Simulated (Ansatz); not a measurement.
## Electronic structure of CH₆FNSi (SMILES NC[SiH2]F) in real space

```yaml
atoms:
  - { symbol: N, position_ang: [-0.2562, 1.3580, 0.4651] }
  - { symbol: C, position_ang: [-0.5752, -0.0686, 0.4389] }
  - { symbol: Si, position_ang: [0.7928, -0.8512, -0.5681] }
  - { symbol: F, position_ang: [0.4473, -2.3844, -0.8971] }
  - { symbol: H, position_ang: [-0.4471, 1.7897, -0.4294] }
  - { symbol: H, position_ang: [-0.7971, 1.8526, 1.1619] }
  - { symbol: H, position_ang: [-0.5099, -0.4638, 1.4572] }
  - { symbol: H, position_ang: [-1.5774, -0.3236, 0.0656] }
  - { symbol: H, position_ang: [0.9299, -0.1343, -1.8631] }
  - { symbol: H, position_ang: [2.0760, -0.8256, 0.1719] }
```

Geometry: PBE0-D4/def2-TZVP.

Method: RKS PBE0-D4/def2-TZVPP in Ansatz 0.2.0.

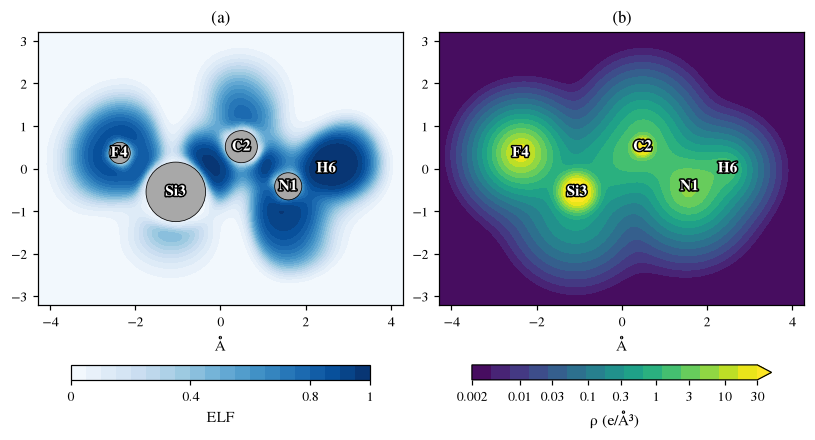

Figure 1. (a) electron localisation function; (b) electron density on the plane of atoms C2, Si3 and F4. Grey discs cover the atomic cores in the ELF map.

### Describe what can be read from this map.

The section cuts through N, C, Si, F and H sites.
C–N (1.46 Å): ρ is about 1.9 e/Å³ halfway; the ELF peaks at about 0.90 between the atoms, as expected for localised, covalent bonding.
Si–F (1.61 Å): ρ is about 1.1 e/Å³ halfway; the ELF peaks at about 0.85 in the valence shell of F, 0.6 Å from its nucleus, and is about 0.40 at the midpoint.
C–Si (1.87 Å): ρ at the midpoint is about 1 e/Å³; the ELF peaks at about 0.95 between the atoms: localised, covalent bonding.
N–H (1.01 Å): ρ at the midpoint is about 2.9 e/Å³; the ELF climbs to about 1 towards the hydrogen, as it does in any bond to H (a covalent bond by its length).
The ELF also peaks beside N1 and F4, away from the bonds: lone-pair regions.

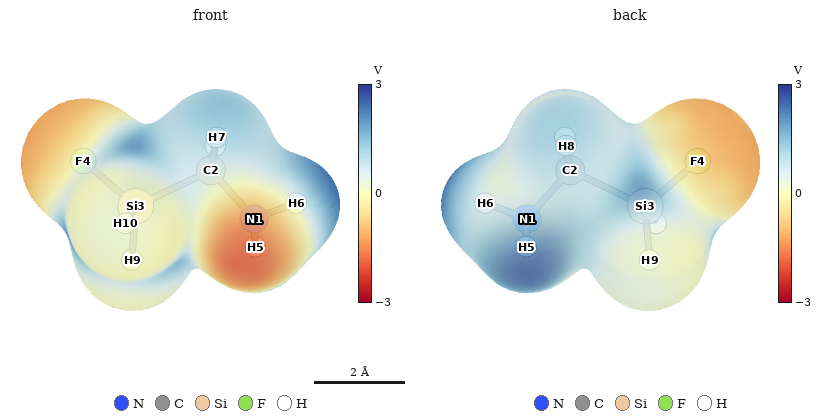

Figure 2. The molecular electrostatic potential painted on the density surface at 0.004 e/bohr³, seen from the front and from behind; red is negative and blue positive.

### Describe the electrostatic potential map.

The most negative region (about −1.7 V, or −39 kcal/mol for a unit charge) lies over N1, the most positive (about +2.4 V, or +55 kcal/mol for a unit charge) over H5 and H6. N1 is the likeliest acceptor of a hydrogen bond.

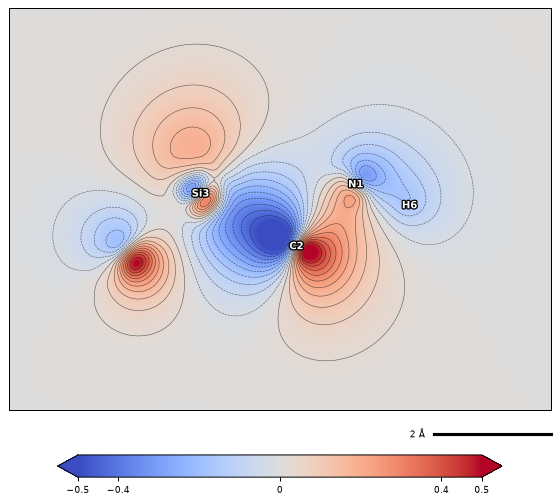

Figure 3. The HOMO−1 on the plane of atoms N1, C2 and Si3 (values in Å⁻³ᐟ²; the overall sign is arbitrary).

### Describe this orbital and give its energy.

It lies mainly on C2 (about 30 %), Si3 (about 25 %), H9 (about 20 %), N1 (about 10 %), F4 (about 5 %) and H7 (about 5 %). Its energy is −9.12 eV.
